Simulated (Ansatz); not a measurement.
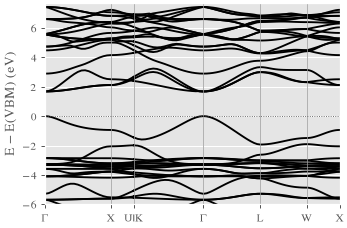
Figure: Band structure from the program Ansatz at the r²SCAN level (PAW)

Problem. Read off the gap and where the band edges lie.

Solution. About 1.7 eV (1.68 eV by a search for the band edges); maximum at Γ, minimum at Γ.

Problem. Which compound is it?
(A) Rb2TlSbCl6, Fm-3m (Rb on 8c, Tl on 4b, Sb on 4a, Cl on 24e)
(B) CdSe, zinc blende
(C) YN, rock salt
(D) Si, diamond

Solution. A, Rb2TlSbCl6, Fm-3m (Rb on 8c, Tl on 4b, Sb on 4a, Cl on 24e)

The workflow started from a Materials Project entry (that database holds measured and hypothetical structures alike); the Crystallography Open Database copy checked does not list it. Its standing as an ambient phase is unchecked. Symmetry was held in the r²SCAN relaxation; whether a distortion lowers the energy is not shown. Scalar-relativistic: spin–orbit coupling is off unless named, which matters more the heavier the elements.

Potentials: the later of the program's two PAW sets.
